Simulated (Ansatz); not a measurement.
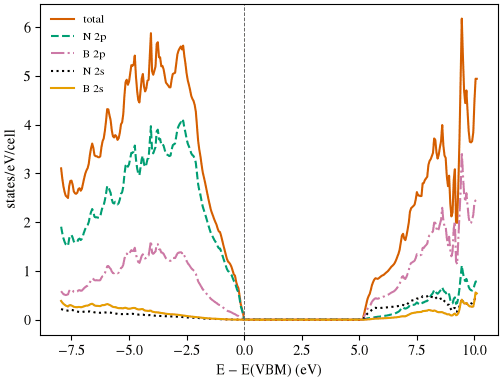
Total and projected density of states of BN in space group P6_3mc (No. 186; Pearson symbol hP12), LDA (plane waves, PAW; program Ansatz)

Problem. Which orbitals carry the states next to the gap?

Solution. Top 1 eV of the valence band: N 2p 84 %, B 2p 14 %. Bottom 1 eV of the conduction band: B 2p 52 %, N 2s 28 %, N 2p 7 %, outside the projected shells 10 %. Projections are on Löwdin-orthogonalised atomic valence shells; empty p or d shells of many metals are not among them.

Problem. Where is the tallest occupied peak in this window, and what makes it?

Solution. Near -4.1 eV, about 5.9 states/eV per cell; the largest projected share is N 2p.

The cell is a constructed one: a structure type filled with these elements. Its sites differ from those of the usual phase in this space group: another stacking or structure type. The cell was relaxed with LDA under the symmetry of its start; phonons on a q-mesh show no instability.

Potentials: the later of the program's two PAW sets.
